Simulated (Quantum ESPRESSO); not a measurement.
# Co: magnetism against biaxial strain

Wanted: the trend of the moments of Co with biaxial strain.

Program: Quantum ESPRESSO 7.5. Level of theory: PBE; plane waves with GBRV 1.5 PBE potentials, no spin-orbit coupling. Results are calculated unless marked as measured.

### 1. The starting structure

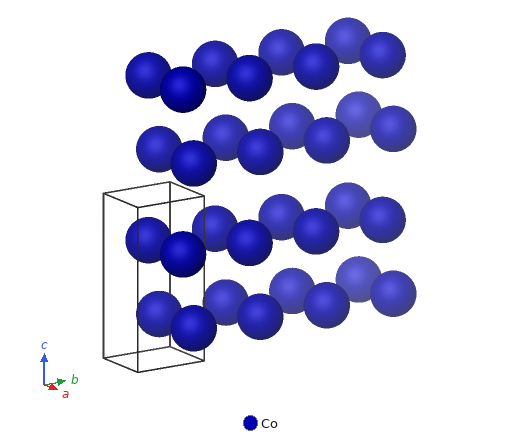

The cell as given, slightly off an axis (cobalt blue). 2×4×2 cells are drawn.

Coordinates:

```cif
data_structure
_symmetry_space_group_name_H-M 'P6_3/mmc'
_symmetry_Int_Tables_number 194
_cell_length_a 2.5070
_cell_length_b 2.5070
_cell_length_c 4.0700
_cell_angle_alpha 90.000
_cell_angle_beta 90.000
_cell_angle_gamma 120.000
_cell_volume 22.15
loop_
_atom_site_label
_atom_site_type_symbol
_atom_site_symmetry_multiplicity
_atom_site_Wyckoff_symbol
_atom_site_fract_x
_atom_site_fract_y
_atom_site_fract_z
_atom_site_occupancy
Co1 Co 2 c 0.33333 0.66667 0.25000 1
```

The lattice constants were typed from memory of published values and not checked against a source.

### 2. Biaxial 0.94, ferro ++

Lengths in the Cartesian xy plane scale by the factor; z is kept. Atoms keep their fractional places. Seeded atoms are those given a starting moment.

Input file pw.in:

```
&CONTROL
  calculation = 'scf'
  prefix = 'pwscf'
  outdir = './tmp'
  pseudo_dir = './pseudo'
  disk_io = 'nowf'
  tprnfor = .true.
  tstress = .true.
/
&SYSTEM
  ibrav = 0
  celldm(1) = 8
  nat = 2
  ntyp = 1
  ecutwfc = 40
  ecutrho = 280
  nbnd = 26
  occupations = 'smearing'
  smearing = 'fd'
  degauss = 0.00367493
  nspin = 2
  starting_magnetization(1) = 0.1176
/
&ELECTRONS
  conv_thr = 4d-09
  electron_maxstep = 150
  mixing_beta = 0.3
/
ATOMIC_SPECIES
Co     58.9332 co_pbe_v1.2.uspp.F.UPF
CELL_PARAMETERS alat
   0.5566613488463    0.0000000000000    0.0000000000000
  -0.2783306744232    0.4820829388414    0.0000000000000
   0.0000000000000    0.0000000000000    0.9613981659034
ATOMIC_POSITIONS crystal
Co      0.3333333300    0.6666666700    0.2500000000
Co      0.6666666700    0.3333333300    0.7500000000
K_POINTS automatic
18 18 10 0 0 0
```

The run is started by

```sh
$ OMP_NUM_THREADS=1 mpirun -n 4 pw.x -nk 4 -in pw.in > pw.out
```

What it wrote:

```text
Program PWSCF v.7.5 starts

     Message from routine setup:
     using ibrav=0 with symmetry is DISCOURAGED, use correct ibrav instead

     K-points division:     npool     =       4
     Subspace diagonalization in iterative solution of the eigenvalue problem:

     bravais-lattice index     =            0
     lattice parameter (alat)  =       8.0000  a.u.
     unit-cell volume          =     132.0949 (a.u.)^3
     number of atoms/cell      =            2
     number of atomic types    =            1
     number of electrons       =        34.00
     number of Kohn-Sham states=           26
     kinetic-energy cutoff     =      40.0000  Ry
     charge density cutoff     =     280.0000  Ry
     scf convergence threshold =      4.0E-09
     mixing beta               =       0.3000
     number of iterations used =            8  plain     mixing
     Exchange-correlation= SLA  PW   PBE  PBE
                           (   1   4   3   4   0   0   0)

     celldm(1)=   8.000000  celldm(2)=   0.000000  celldm(3)=   0.000000
     celldm(4)=   0.000000  celldm(5)=   0.000000  celldm(6)=   0.000000

     crystal axes: (cart. coord. in units of alat)
               a(1) = (   0.556661   0.000000   0.000000 )
               a(2) = (  -0.278331   0.482083   0.000000 )
               a(3) = (   0.000000   0.000000   0.961398 )

     reciprocal axes: (cart. coord. in units 2 pi/alat)
               b(1) = (  1.796424  1.037166 -0.000000 )
               b(2) = (  0.000000  2.074332  0.000000 )
               b(3) = (  0.000000 -0.000000  1.040152 )

     PseudoPot. # 1 for Co read from file:
     co_pbe_v1.2.uspp.F.UPF
     Pseudo is Ultrasoft + core correction, Zval = 17.0

     atomic species   valence    mass     pseudopotential
     Co               17.00    58.93320     Co( 1.00)

     Starting magnetic structure
     atomic species   magnetization
     Co              0.118

     24 Sym. Ops., with inversion, found (12 have fractional translation)

   Cartesian axes

     site n.     atom                  positions (alat units)
         1        Co     tau(   1) = (  -0.0000000   0.3213886   0.2403495  )
         2        Co     tau(   2) = (   0.2783307   0.1606943   0.7210486  )

     number of k points=   222  Fermi-Dirac smearing, width (Ry)=  0.0037

     Number of k-points >= 100: set verbosity='high' to print them.

     Dense  grid:    10439 G-vectors     FFT dimensions: (  24,  24,  48)

     Smooth grid:     4453 G-vectors     FFT dimensions: (  18,  18,  32)

     Check: negative core charge=   -0.000058
     Generating pointlists ...
     new r_m :   0.2296 (alat units)  1.8370 (a.u.) for type    1

     Initial potential from superposition of free atoms

     starting charge      32.0000, renormalised to      34.0000
     Starting wfcs are   26 randomized atomic wfcs

     Self-consistent Calculation

     iteration #  1     ecut=    40.00 Ry     beta= 0.30
     Davidson diagonalization with overlap
     ethr =  1.00E-02,  avg # of iterations =  4.5

     total energy              =    -594.37571401 Ry
     estimated scf accuracy    <      12.76003715 Ry

     total magnetization       =     2.06 Bohr mag/cell
     absolute magnetization    =     2.10 Bohr mag/cell

     iteration #  2     ecut=    40.00 Ry     beta= 0.30
     Davidson diagonalization with overlap
     ethr =  1.00E-02,  avg # of iterations =  2.0

     total energy              =    -596.91843022 Ry
     estimated scf accuracy    <       0.22641123 Ry

     total magnetization       =     3.12 Bohr mag/cell
     absolute magnetization    =     3.25 Bohr mag/cell

     [... further iterations left out ...]

     iteration # 10     ecut=    40.00 Ry     beta= 0.30
     Davidson diagonalization with overlap
     ethr =  1.98E-09,  avg # of iterations =  1.5

     total energy              =    -596.96010986 Ry
     estimated scf accuracy    <          8.5E-09 Ry

     total magnetization       =     3.20 Bohr mag/cell
     absolute magnetization    =     3.49 Bohr mag/cell

     iteration # 11     ecut=    40.00 Ry     beta= 0.30
     Davidson diagonalization with overlap
     ethr =  2.50E-11,  avg # of iterations =  2.0

     Magnetic moment per site  (integrated on atomic sphere of radius R)
     atom   1 (R=0.230)  charge= 15.4169  magn=  1.6662
     atom   2 (R=0.230)  charge= 15.4169  magn=  1.6662

     End of self-consistent calculation

     Number of k-points >= 100: set verbosity='high' to print the bands.

     the Fermi energy is    20.9451 ev

!    total energy              =    -596.96010992 Ry
     estimated scf accuracy    <          1.3E-09 Ry
     smearing contrib. (-TS)   =      -0.00102795 Ry
     internal energy E=F+TS    =    -596.95908197 Ry

     The total energy is F=E-TS. E is the sum of the following terms:
     one-electron contribution =    -287.13201945 Ry
     hartree contribution      =     168.50136823 Ry
     xc contribution           =     -65.52957056 Ry
     ewald contribution        =    -412.79886019 Ry

     total magnetization       =     3.20 Bohr mag/cell
     absolute magnetization    =     3.49 Bohr mag/cell

     convergence has been achieved in  11 iterations

     Forces acting on atoms (cartesian axes, Ry/au):

     atom    1 type  1   force =     0.00000000    0.00000000    0.00000000
     atom    2 type  1   force =     0.00000000   -0.00000000    0.00000000

     Total force =     0.000000     Total SCF correction =     0.000000

     Computing stress (Cartesian axis) and pressure

          total   stress  (Ry/bohr**3)                   (kbar)     P=      304.86
   0.00272025   0.00000000   0.00000000          400.16        0.00        0.00
   0.00000000   0.00272025   0.00000000            0.00      400.16        0.00
   0.00000000   0.00000000   0.00077662            0.00        0.00      114.24

=------------------------------------------------------------------------------=
   JOB DONE.
=------------------------------------------------------------------------------=
```

The job ended after 14 s (4 MPI ranks of Intel Xeon 6975P-C (Granite Rapids), shared host; peak memory 0.36 GiB; 57 s of CPU time).

Spin moment in the atom's sphere by atom:

| atom | spin moment in the atom's sphere (μB) |
| --- | --- |
| Co1 | 1.67 |
| Co2 | 1.67 |

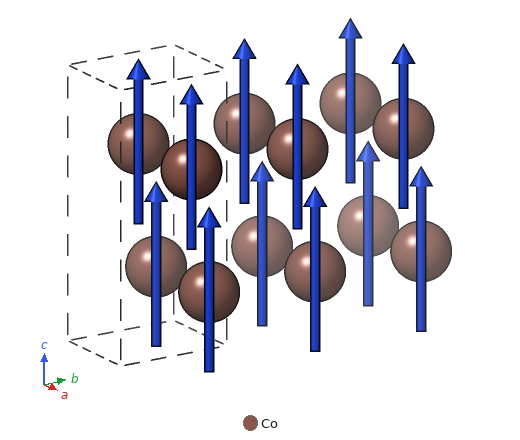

Spin moment in the atom's sphere as arrows, the longest 1.67 μB. Up and down stand for the sign. Arrows give size and sign along the axis of quantisation, drawn up and down the page. 2×3×1 cells are drawn.

This step gave:

- smearing term TS: 0.01399 eV
- pressure: 30.49 GPa
- magnetization: 3.195 μB
- absolute magnetization: 3.487 μB
- final state: ferromagnetic

### 3. Biaxial 0.94, no spin polarisation

Edit pw.in of step 2 so:

```diff
@@ -16,3 +16,3 @@
   ecutrho = 280
-  nbnd = 26
+  nbnd = 24
   occupations = 'smearing'
@@ -20,4 +20,2 @@
   degauss = 0.00367493
-  nspin = 2
-  starting_magnetization(1) = 0.1176
 /
```

What it wrote:

```text
     [... lines left out ...]
Program PWSCF v.7.5 starts
     [... lines left out ...]
     number of atoms/cell      =            2
     [... lines left out ...]
     number of electrons       =        34.00
     number of Kohn-Sham states=           24
     kinetic-energy cutoff     =      40.0000  Ry
     charge density cutoff     =     280.0000  Ry
     scf convergence threshold =      4.0E-09
     [... lines left out ...]
     24 Sym. Ops., with inversion, found (12 have fractional translation)
     [... lines left out ...]
     number of k points=   222  Fermi-Dirac smearing, width (Ry)=  0.0037
     [... lines left out ...]
     iteration # 10     ecut=    40.00 Ry     beta= 0.30
     [... lines left out ...]
     the Fermi energy is    20.8576 ev
!    total energy              =    -596.93230228 Ry
     estimated scf accuracy    <          2.2E-09 Ry
     smearing contrib. (-TS)   =      -0.00303896 Ry
     [... lines left out ...]
     convergence has been achieved in  10 iterations
     [... lines left out ...]
     Total force =     0.000000     Total SCF correction =     0.000000
     [... lines left out ...]
          total   stress  (Ry/bohr**3)                   (kbar)     P=      164.11
     [... lines left out ...]
```

The job ended after 7.2 s (4 MPI ranks; peak memory 0.29 GiB; 28 s of CPU time).

Numbers from this step:

```
smearing term TS : 0.04135 eV
pressure         : 16.41 GPa
final state      : non-magnetic (no spin polarisation)
```

### 4. Biaxial 1.06, ferro ++

Edit pw.in of step 3 so:

```diff
@@ -16,3 +16,3 @@
   ecutrho = 280
-  nbnd = 24
+  nbnd = 26
   occupations = 'smearing'
@@ -20,2 +20,4 @@
   degauss = 0.00367493
+  nspin = 2
+  starting_magnetization(1) = 0.1176
 /
@@ -29,4 +31,4 @@
 CELL_PARAMETERS alat
-   0.5566613488463    0.0000000000000    0.0000000000000
-  -0.2783306744232    0.4820829388414    0.0000000000000
+   0.6277244997629    0.0000000000000    0.0000000000000
+  -0.3138622498814    0.5436254416722    0.0000000000000
    0.0000000000000    0.0000000000000    0.9613981659034
```

What it wrote:

```text
     [... lines left out ...]
Program PWSCF v.7.5 starts
     [... lines left out ...]
     number of atoms/cell      =            2
     [... lines left out ...]
     number of electrons       =        34.00
     number of Kohn-Sham states=           26
     kinetic-energy cutoff     =      40.0000  Ry
     charge density cutoff     =     280.0000  Ry
     scf convergence threshold =      4.0E-09
     [... lines left out ...]
     24 Sym. Ops., with inversion, found (12 have fractional translation)
     [... lines left out ...]
     number of k points=   222  Fermi-Dirac smearing, width (Ry)=  0.0037
     [... lines left out ...]
     iteration # 11     ecut=    40.00 Ry     beta= 0.30
     [... lines left out ...]
     Magnetic moment per site  (integrated on atomic sphere of radius R)
     atom   1 (R=0.248)  charge= 15.5934  magn=  1.8321
     atom   2 (R=0.248)  charge= 15.5934  magn=  1.8321
     [... lines left out ...]
     the Fermi energy is    15.6471 ev
!    total energy              =    -596.95936922 Ry
     estimated scf accuracy    <          2.4E-09 Ry
     smearing contrib. (-TS)   =      -0.00123377 Ry
     [... lines left out ...]
     total magnetization       =     3.46 Bohr mag/cell
     absolute magnetization    =     3.91 Bohr mag/cell
     convergence has been achieved in  11 iterations
     [... lines left out ...]
     Total force =     0.000000     Total SCF correction =     0.000000
     [... lines left out ...]
          total   stress  (Ry/bohr**3)                   (kbar)     P=     -202.39
     [... lines left out ...]
```

It took 20 s on 4 MPI ranks; peak memory 0.4 GiB; 78 s of CPU time.

This step gave:

- smearing term TS: 0.01679 eV
- pressure: -20.24 GPa
- magnetization: 3.46 μB
- absolute magnetization: 3.907 μB
- final state: ferromagnetic
- largest moment: 1.832 μB

### 5. Trends

The runs not shown differ from these in the moved quantity alone.

States, by row:

| biaxial | ferro ++ | no spin polarisation |
| --- | --- | --- |
| 0.94 | ferromagnetic | non-magnetic |
| 0.955 | ferromagnetic | non-magnetic |
| 0.97 | ferromagnetic | non-magnetic |
| 0.985 | ferromagnetic | non-magnetic |
| 1 | ferromagnetic | non-magnetic |
| 1.015 | ferromagnetic | non-magnetic |
| 1.03 | ferromagnetic | non-magnetic |
| 1.045 | ferromagnetic | non-magnetic |
| 1.06 | ferromagnetic | non-magnetic |

The largest site moment, ferro ++ by biaxial:

| biaxial (factor) | largest site moment, ferro ++ (μB) |
| --- | --- |
| 0.9400 | 1.67 |
| 0.9550 | 1.68 |
| 0.9700 | 1.69 |
| 0.9850 | 1.71 |
| 1.0000 | 1.73 |
| 1.0150 | 1.77 |
| 1.0300 | 1.80 |
| 1.0450 | 1.82 |
| 1.0600 | 1.83 |

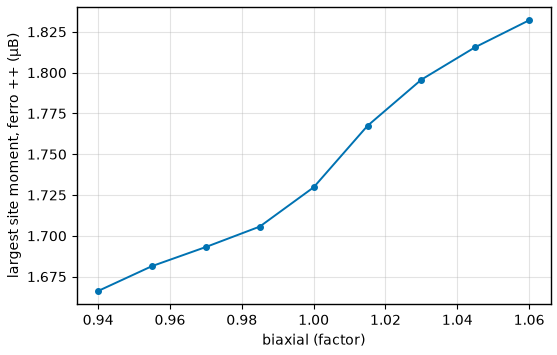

Largest site moment, ferro ++ against biaxial.

The energy less that of the parallel start, no spin polarisation by biaxial:

| biaxial (factor) | energy less that of the parallel start, no spin polarisation (meV a seeded atom) |
| --- | --- |
| 0.9400 | 189 |
| 0.9550 | 218 |
| 0.9700 | 245 |
| 0.9850 | 269 |
| 1.0000 | 292 |
| 1.0150 | 315 |
| 1.0300 | 337 |
| 1.0450 | 357 |
| 1.0600 | 377 |

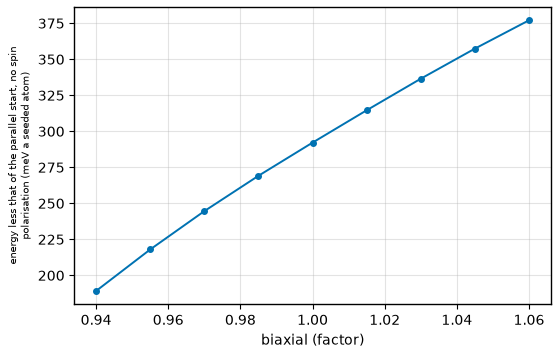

Energy less that of the parallel start, no spin polarisation against biaxial.

Energy over the lowest against biaxial; values in meV an atom:

| biaxial (factor) | ferro ++ | no spin polarisation |
| --- | --- | --- |
| 0.9400 | 122 | 311 |
| 0.9550 | 57.7 | 276 |
| 0.9700 | 18.0 | 263 |
| 0.9850 | 0 | 269 |
| 1.0000 | 0.0531 | 292 |
| 1.0150 | 14.7 | 329 |
| 1.0300 | 41.9 | 378 |
| 1.0450 | 79.9 | 437 |
| 1.0600 | 127 | 504 |

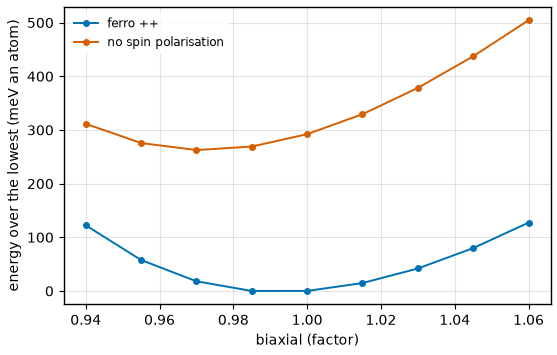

Energy over the lowest, plotted against biaxial.

### 6. What came out

* moment, parallel start: 1.67 to 1.83 μB
* states met from these starts: ferromagnetic

**Reading.** The moment of the parallel start goes from 1.67 μB at 0.94 to 1.83 μB at 1.06. The net moment of the cell goes from 3.19 to 3.46 μB. The radius of the spheres follows the nearest distance, so part of the change of the site moments is the spheres'. Only a parallel start was run beside the spinless one, so opposed or spiral orders, which may lie lower, are not probed.

[Logs and program files are shortened in this print: banners, set-up blocks, solver, clock and traceback lines can be left out without a mark of their own.]

[Logs are printed without paths, hosts, clocks, repeated set-up lines and the standing remarks that a program may print on its own settings, such as how far it seeks lower states.]

[Hosts, paths, dates, database ids (printed as entryN), source tags and the programs' standing remarks are cut or masked in the printed files.]

[Where a cell is said to come from a database of computed structures, the database is the Materials Project.]
